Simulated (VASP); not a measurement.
Band structure of VO2 (relaxed from the layer:CdI2 structure). These are PBEsol GGA, VASP's PBE PAW potentials (set 64) (plane waves; VASP 6.6.1) values and carry that method's errors.

The cell holds a wide vacuum, so values per volume refer to the whole cell. The moments were started parallel, and other spin orders were not tried in this run.

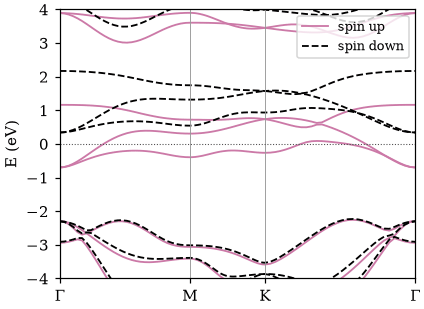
Figure. Bands along high-symmetry lines, zero at the valence-band maximum or, without a gap, the Fermi level

Read the plot: is there a gap, and where are the band edges?

It has no gap at this level: it comes out as a metal or semimetal. (Edges off the drawn lines would not show.)

The cell is a sheet with vacuum, built from a generated structure.
